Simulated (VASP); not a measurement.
Band structure of Cu$_{2}$S (space group Fm-3m). All values below come from LDA (Ceperley-Alder, Perdew-Zunger), VASP's LDA PAW potentials (set 64) (plane waves; VASP).

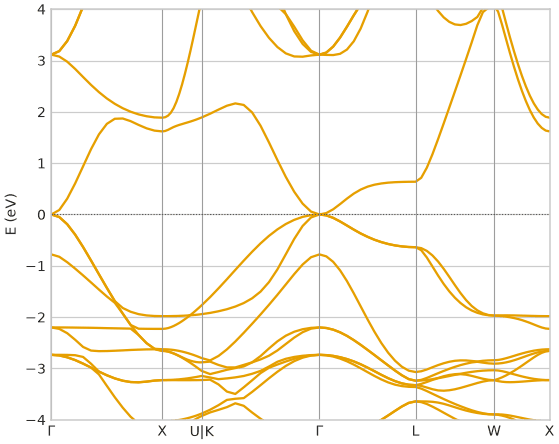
Bands along high-symmetry lines, zero at the valence-band maximum or, without a gap, the Fermi level

**Question.** Read the plot: is there a gap, and where are the band edges?

**Answer.** It has no gap at this level: it comes out as a metal or semimetal. (Edges off the drawn lines would not show.)

The structure comes from a computed database's Cu2S entry (Fm-3m); how it stands against other phases isn't given here. It was relaxed first, which changed the volume by -8 %.
